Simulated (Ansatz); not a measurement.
**CH7Al2NO: ladder of methods at one geometry from a Python script**

How do the methods compare on CH7Al2NO, in result and in cost? Aim: a ladder of methods at one geometry, for CH7Al2NO, run from a script. SMILES: N[CH]([AlH2])[AlH][OH].

Program: Ansatz 0.2.0, driven from Python. The levels of theory stand in the script. These are calculated values, not measurements.

## (1) The structure

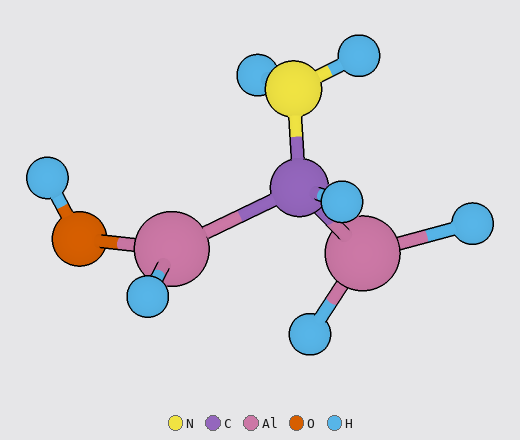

The starting structure, viewed from a chosen angle; nitrogen yellow, carbon purple, aluminium pink, oxygen orange, hydrogen blue.

The script holds or builds the structure itself.

## (2) The code

Contents of methods.py:

```python
'''CH7Al2NO at several levels of theory.'''

from pathlib import Path

import ansatz as az
import numpy as np

GEOMETRY = '''
N    -1.25360    0.31110    0.98890
C    -0.27230   -0.55430    0.48630
Al    1.53520   -0.00070    1.07440
Al   -0.23500   -0.61370   -1.51170
O    -0.01800    0.89460   -2.50110
H    -1.30660    0.33260    2.02090
H    -1.02990    1.33800    0.70780
H    -0.42950   -1.55950    0.85810
H     1.90040    0.11210    2.68960
H     2.68110    0.39200    0.03380
H    -0.59250   -2.01010   -2.23050
H    -0.90220    1.30260   -2.58230
'''


def main() -> None:
    mol = az.Crystal.molecule()
    for line in GEOMETRY.strip().splitlines():
        symbol, *xyz = line.split()
        mol = mol.atom(symbol, [float(v) for v in xyz])

    model = mol.calculation().basis(gaussian='cc-pVDZ')

    print('functional    E (Ha)        dipole (D)   HOMO (eV)  LUMO (eV)')
    for name in ['revpbe', 'r2scan0', 'hse06', 'hf', 'blyp']:
        summary = model.functional(name).forces().orbitals().run(threads=1, pin='off', runs_dir='runs').report
        lines = Path(summary['orbitals_path']).read_text().splitlines()
        field_of = lambda key: [line.split('=')[1].strip() for line in lines if line.startswith(key)]
        orbitals = [(27.211386 * float(e), s, float(n)) for e, s, n in zip(field_of('Ene='), field_of('Spin='), field_of('Occup='))]
        homo = max(e for e, _, n in orbitals if n > 0.5)
        lumo = min(e for e, _, n in orbitals if n < 0.5)
        dipole = 4.803205 * np.linalg.norm(summary['charge_distribution']['dipole_moment_e_ang'])
        print(f'{name:10s} {summary["free_energy_ev"] / 27.211386246:14.6f} {dipole:9.3f} {homo:11.3f} {lumo:10.3f}')


if __name__ == '__main__':
    main()
```

## (3) The input behind the calls

The package turns the script's settings into the engine's input (first run):

```yaml
crystal:
  periodic: [false, false, false]
  atoms:
    - { symbol: "N", position_ang: [-1.2536, 0.3111, 0.9889] }
    - { symbol: C, position_ang: [-0.2723, -0.5543, 0.4863] }
    - { symbol: Al, position_ang: [1.5352, -0.0007, 1.0744] }
    - { symbol: Al, position_ang: [-0.235, -0.6137, -1.5117] }
    - { symbol: O, position_ang: [-0.018, 0.8946, -2.5011] }
    - { symbol: H, position_ang: [-1.3066, 0.3326, 2.0209] }
    - { symbol: H, position_ang: [-1.0299, 1.338, 0.7078] }
    - { symbol: H, position_ang: [-0.4295, -1.5595, 0.8581] }
    - { symbol: H, position_ang: [1.9004, 0.1121, 2.6896] }
    - { symbol: H, position_ang: [2.6811, 0.392, 0.0338] }
    - { symbol: H, position_ang: [-0.5925, -2.0101, -2.2305] }
    - { symbol: H, position_ang: [-0.9022, 1.3026, -2.5823] }
basis:
  gaussian:
    orbitals: cc-pVDZ
hamiltonian:
  xc: revpbe
output:
  orbitals: {}
  forces: true
```

## (4) Running it

The run is started by

```console
$ python methods.py
```

Output:

```text
functional    E (Ha)        dipole (D)   HOMO (eV)  LUMO (eV)
revpbe        -656.971625     1.999      -4.323     -2.383
r2scan0       -656.953844     1.833      -5.647     -1.631
hse06         -656.687920     1.873      -5.123     -2.136
hf            -655.074698     1.717      -8.361      0.929
blyp          -657.067618     1.993      -4.211     -2.362
```

It took 35 s on 1 thread of Arm Neoverse V1, shared host; peak memory 0.33 GiB.

## (5) Inputs of later runs

The engine's inputs for some of the other runs:

Run 2, against run 1:

```diff
@@ -20 +20 @@
-  xc: revpbe
+  xc: r2scan0
```

Run 3, against run 1:

```diff
@@ -20 +20 @@
-  xc: revpbe
+  xc: hse06
```

Run 4, against run 1:

```diff
@@ -20 +20 @@
-  xc: revpbe
+  xc: hf
```

## (6) The engine's runs

One row for each of the 5 runs:

```csv
run,functional,energy (eV),SCF cycles,CPU time (s)
1,revpbe,-17877.1086,20,5.3
2,r2scan0,-17876.6248,19,13
3,hse06,-17869.3886,19,7.6
4,hf,-17825.4906,13,3
5,blyp,-17879.7207,20,5.3
```

Totals hang on method, basis and potentials, so only like runs compare.

The fields below are those of run 1.

## (7) Orbitals and fields

Orbitals, density, ELF and potential are computed afterwards from the orbital file.

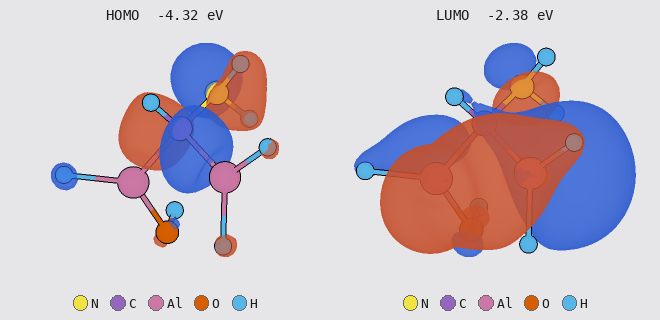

revPBE/cc-pVDZ orbitals near the gap, drawn at the value that encloses 70 % of each; the two colours are the two signs.

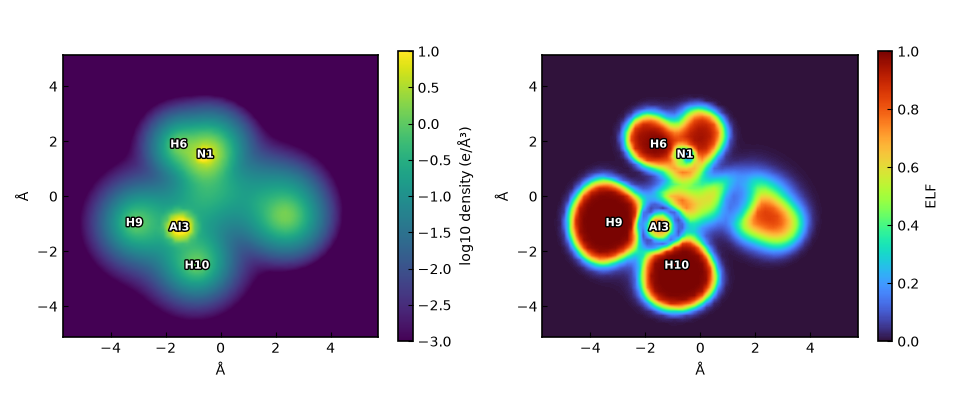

Density (left) and ELF (right) in a plane through or near 5 of the atoms.

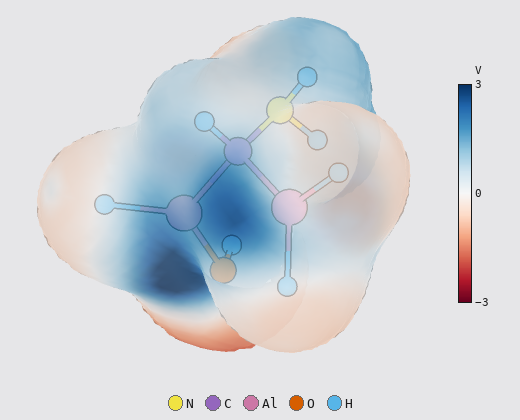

Electrostatic potential on the surface of density 0.002 e/bohr³; red is low, blue high. It runs from -1.46 V near O5 to 3.00 V near Al4.

## (8) Results

```
                                        quantity    value
                                   runs compared        5
HOMO-LUMO gap of the mean field (revPBE/cc-pVDZ)  1.94 eV
```

**Reading.** The dearest, run 2 (r2scan0), took some 4.3 times as long as run 4 (hf). What to keep in mind:
- The geometry is a force-field or estimated start, not a minimum of this method, and the basis set is short of its limit. A lower total doesn't mark the better method: functionals have no common bound, and MP2 and coupled cluster aren't variational.
- Levels such as HOMO and LUMO are orbital energies: with these approximate functionals they aren't the ionisation energy and electron affinity, and their gap isn't the fundamental gap.
- For Al to Cl the sets with a tight d function, cc-pV(X+d)Z, are usual.
- hse06 follows the composition of plane-wave codes, whose totals differ by tens of mHa, up to about 0.1 Ha, from the form usual in Gaussian-basis programs (wpbeh).
